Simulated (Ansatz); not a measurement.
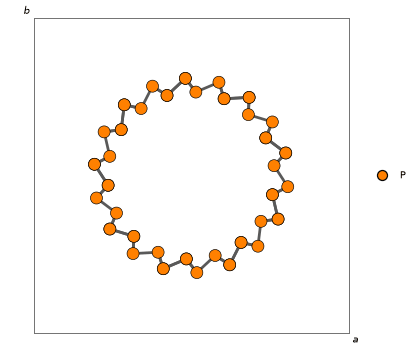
Figure: 1 relaxed period of a body that repeats along c, seen along c; the cell edge a is 28.5 Å long

Level of theory: PBE (plane waves to 420 eV, PAW; Ansatz, an electronic-structure program). Mesh 1×1×10. No spin polarisation. Periodic along z alone, with about 11 Å of vacuum beside it. A model structure. It keeps the symmetry and period of its start, so it need not be a minimum against all distortions.

Q: What is drawn, and how wide is it?

A: Several could match; the one computed here: (9,9) blue phosphorus nanotube. A hypothetical model, rolled from the flat sheet.
It measures about 18 Å across, from nucleus to nucleus.
